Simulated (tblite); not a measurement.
**Geometry relaxation of Si2H3O2 (part 2 of 2)**

Continued. System: Si2H3O2, multiplicity 2. Method: GFN2-xTB geometry optimisation, gas phase (tblite 0.8.0). 

## Trajectory as extended XYZ, continued
```
7
Properties=species:S:1:pos:R:3:forces:R:3 step=22 energy=-359.51101
O     0.2066   -0.2862    1.0370    0.0350  -0.0130   0.0090
Si   -0.9190    0.2116   -0.0862   -0.0250  -0.0330  -0.0400
O     0.1301   -0.3048   -1.2780    0.0010   0.0220   0.0010
Si    1.2888   -0.7912   -0.1561   -0.0470   0.0130   0.0010
H    -1.0356    1.6516   -0.0791    0.0040   0.0050  -0.0100
H    -2.1015   -0.6161   -0.0672    0.0100   0.0070   0.0240
H     2.4102    0.1284   -0.2157    0.0220  -0.0010   0.0160
7
Properties=species:S:1:pos:R:3:forces:R:3 step=23 energy=-359.51126
O     0.2069   -0.2861    1.0351    0.0290  -0.0080   0.0190
Si   -0.9201    0.2114   -0.0881   -0.0240  -0.0430  -0.0320
O     0.1300   -0.3024   -1.2793    0.0110   0.0180   0.0050
Si    1.2897   -0.7896   -0.1563   -0.0620   0.0060  -0.0110
H    -1.0383    1.6513   -0.0797    0.0050   0.0070  -0.0100
H    -2.1033   -0.6166   -0.0635    0.0240   0.0140   0.0180
H     2.4148    0.1252   -0.2134    0.0170   0.0070   0.0120
7
Properties=species:S:1:pos:R:3:forces:R:3 step=24 energy=-359.51146
O     0.2072   -0.2863    1.0335    0.0100  -0.0020   0.0180
Si   -0.9215    0.2105   -0.0907   -0.0110  -0.0310  -0.0120
O     0.1301   -0.2997   -1.2807    0.0110   0.0120   0.0020
Si    1.2897   -0.7881   -0.1566   -0.0480   0.0000  -0.0170
H    -1.0394    1.6506   -0.0807    0.0020   0.0030  -0.0110
H    -2.1050   -0.6169   -0.0593    0.0300   0.0120   0.0110
H     2.4185    0.1230   -0.2108    0.0050   0.0060   0.0090
7
Properties=species:S:1:pos:R:3:forces:R:3 step=25 energy=-359.51155
O     0.2072   -0.2867    1.0331   -0.0050  -0.0010   0.0090
Si   -0.9222    0.2095   -0.0921    0.0030  -0.0080   0.0050
O     0.1304   -0.2981   -1.2816    0.0040   0.0080  -0.0030
Si    1.2890   -0.7874   -0.1569   -0.0200  -0.0010  -0.0150
H    -1.0385    1.6500   -0.0815   -0.0010  -0.0030  -0.0110
H    -2.1056   -0.6169   -0.0568    0.0230   0.0050   0.0070
H     2.4193    0.1228   -0.2095   -0.0050   0.0000   0.0070
7
Properties=species:S:1:pos:R:3:forces:R:3 step=26 energy=-359.51158
O     0.2070   -0.2869    1.0333   -0.0080  -0.0020   0.0020
Si   -0.9223    0.2090   -0.0924    0.0090   0.0070   0.0120
O     0.1306   -0.2976   -1.2818   -0.0010   0.0060  -0.0060
Si    1.2884   -0.7874   -0.1571   -0.0020   0.0000  -0.0100
H    -1.0376    1.6498   -0.0819   -0.0030  -0.0050  -0.0110
H    -2.1053   -0.6169   -0.0561    0.0150  -0.0010   0.0050
H     2.4189    0.1232   -0.2092   -0.0100  -0.0040   0.0070
7
Properties=species:S:1:pos:R:3:forces:R:3 step=27 energy=-359.51161
O     0.2067   -0.2870    1.0335   -0.0070  -0.0030  -0.0040
Si   -0.9222    0.2089   -0.0923    0.0100   0.0150   0.0130
O     0.1307   -0.2970   -1.2821   -0.0040   0.0050  -0.0050
Si    1.2878   -0.7874   -0.1574    0.0090   0.0000  -0.0060
H    -1.0372    1.6496   -0.0824   -0.0040  -0.0030  -0.0100
H    -2.1047   -0.6171   -0.0557    0.0070  -0.0060   0.0040
H     2.4185    0.1232   -0.2090   -0.0120  -0.0070   0.0080
7
Properties=species:S:1:pos:R:3:forces:R:3 step=28 energy=-359.51164
O     0.2063   -0.2868    1.0338    0.0000  -0.0050  -0.0090
Si   -0.9220    0.2091   -0.0920    0.0080   0.0190   0.0110
O     0.1308   -0.2959   -1.2825   -0.0050   0.0030  -0.0020
Si    1.2870   -0.7874   -0.1580    0.0170  -0.0020  -0.0020
H    -1.0375    1.6495   -0.0832   -0.0050   0.0030  -0.0090
H    -2.1034   -0.6177   -0.0549   -0.0020  -0.0110   0.0030
H     2.4185    0.1223   -0.2084   -0.0120  -0.0070   0.0080
7
Properties=species:S:1:pos:R:3:forces:R:3 step=29 energy=-359.51168
O     0.2061   -0.2865    1.0337    0.0080  -0.0070  -0.0100
Si   -0.9218    0.2097   -0.0915    0.0020   0.0160   0.0060
O     0.1307   -0.2943   -1.2829   -0.0030   0.0020   0.0030
Si    1.2864   -0.7874   -0.1589    0.0150  -0.0060   0.0000
H    -1.0389    1.6496   -0.0842   -0.0040   0.0110  -0.0080
H    -2.1018   -0.6186   -0.0540   -0.0080  -0.0120   0.0020
H     2.4190    0.1207   -0.2075   -0.0090  -0.0030   0.0070
7
Properties=species:S:1:pos:R:3:forces:R:3 step=30 energy=-359.51171
O     0.2061   -0.2863    1.0334    0.0130  -0.0060  -0.0070
Si   -0.9217    0.2105   -0.0911   -0.0040   0.0060   0.0000
O     0.1307   -0.2928   -1.2833    0.0000   0.0010   0.0070
Si    1.2861   -0.7874   -0.1597    0.0070  -0.0110  -0.0010
H    -1.0407    1.6499   -0.0853   -0.0030   0.0170  -0.0060
H    -2.1006   -0.6194   -0.0529   -0.0080  -0.0100   0.0020
H     2.4197    0.1188   -0.2064   -0.0040   0.0030   0.0060
7
Properties=species:S:1:pos:R:3:forces:R:3 step=31 energy=-359.51174
O     0.2064   -0.2864    1.0329    0.0130  -0.0040  -0.0030
Si   -0.9216    0.2112   -0.0907   -0.0070  -0.0030  -0.0040
O     0.1306   -0.2917   -1.2835    0.0020   0.0010   0.0070
Si    1.2861   -0.7876   -0.1605   -0.0030  -0.0130  -0.0030
H    -1.0422    1.6504   -0.0864   -0.0010   0.0170  -0.0030
H    -2.0999   -0.6202   -0.0519   -0.0050  -0.0060   0.0010
H     2.4203    0.1174   -0.2052    0.0010   0.0080   0.0050
7
Properties=species:S:1:pos:R:3:forces:R:3 step=32 energy=-359.51176
O     0.2069   -0.2869    1.0324    0.0090  -0.0010   0.0020
Si   -0.9216    0.2117   -0.0904   -0.0060  -0.0080  -0.0050
O     0.1306   -0.2909   -1.2836    0.0020   0.0010   0.0040
Si    1.2863   -0.7880   -0.1614   -0.0090  -0.0120  -0.0040
H    -1.0430    1.6510   -0.0875    0.0000   0.0120  -0.0010
H    -2.0996   -0.6206   -0.0508   -0.0010  -0.0010   0.0010
H     2.4202    0.1170   -0.2039    0.0040   0.0090   0.0030
7
Properties=species:S:1:pos:R:3:forces:R:3 step=33 energy=-359.51178
O     0.2072   -0.2877    1.0320    0.0030   0.0010   0.0040
Si   -0.9216    0.2117   -0.0903   -0.0020  -0.0060  -0.0030
O     0.1305   -0.2907   -1.2836    0.0000   0.0000   0.0000
Si    1.2863   -0.7885   -0.1620   -0.0080  -0.0080  -0.0030
H    -1.0427    1.6514   -0.0884    0.0010   0.0040   0.0000
H    -2.0997   -0.6207   -0.0501    0.0020   0.0010   0.0000
H     2.4196    0.1177   -0.2030    0.0050   0.0070   0.0020
7
Properties=species:S:1:pos:R:3:forces:R:3 step=34 energy=-359.51178
O     0.2074   -0.2883    1.0320    0.0000   0.0020   0.0020
Si   -0.9216    0.2115   -0.0903    0.0010  -0.0020  -0.0010
O     0.1305   -0.2909   -1.2836   -0.0020   0.0000  -0.0020
Si    1.2863   -0.7888   -0.1623   -0.0030  -0.0030  -0.0010
H    -1.0419    1.6515   -0.0887    0.0010   0.0000   0.0010
H    -2.0999   -0.6205   -0.0498    0.0020   0.0010   0.0000
H     2.4188    0.1186   -0.2026    0.0030   0.0030   0.0010
```

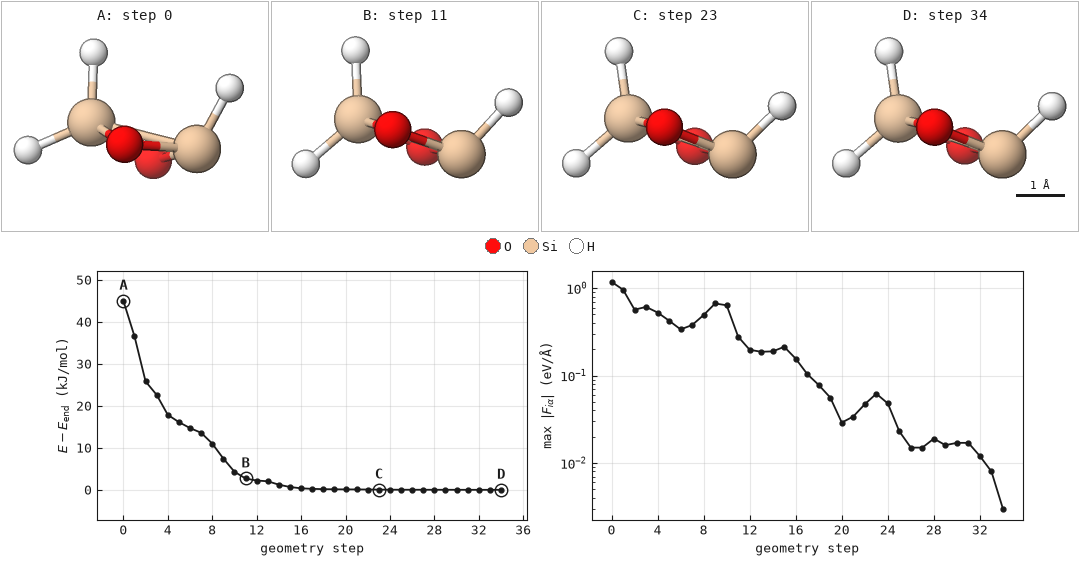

Figure 1. Frames of the relaxation (ball-and-stick view, seen at a tilt) above the curves, on which the letters mark them (steps are counted from 0).

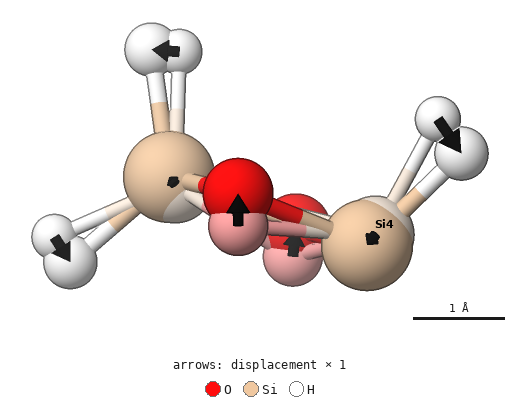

Figure 2. Start (faint) and end (solid) with the displacements as black arrows, at true length (ball-and-stick view, seen at a tilt). The two geometries are laid on each other by the best rigid fit. The largest move after the best rigid fit is that of H7, 0.46 Å. Largest moves by element: H 0.46 Å, O 0.36 Å, Si 0.16 Å. Distances before and after: Si2–Si4 2.365 → 2.425 Å, Si2–H5 1.493 → 1.445 Å, Si2–O3 1.708 → 1.668 Å, O3–Si4 1.716 → 1.686 Å. Among the angles that change: Si4–Si2–H6 142.1° → 120.4°, Si4–Si2–H5 105.1° → 119.1°, Si2–Si4–H7 105.5° → 117.0°. The energy falls by 45.0 kJ/mol in 34 geometry steps. Largest force component: 1.2 eV/Å at the start, 0.003 eV/Å at the end. (Atoms are counted from 1 in the order of the input.)

The run was set up as follows.

## Input file
```
{"job": {"kind": "relax", "xc": "GFN2-xTB", "basis": "xTB"}, "charge": 0, "multiplicity": 2}
O      0.177678    -0.641527     1.003463
Si    -0.856874     0.116602    -0.086953
O      0.067208    -0.586839    -1.339319
Si     1.370916    -0.665961    -0.226825
H     -0.752253     1.603790    -0.172420
H     -2.234253    -0.346804     0.047484
H      2.207243     0.513884    -0.070728
```

The first line tells a small driver script what to run in tblite; the rest is the geometry in Å.

Launch command:
```bash
OMP_NUM_THREADS=1 python <driver script> task.json out
```

## Summary

```csv
quantity,value
outcome,converged
total energy,−359.5118 eV
hardware,"1 CPU thread, shared host"
peak memory,0.18 GiB
```
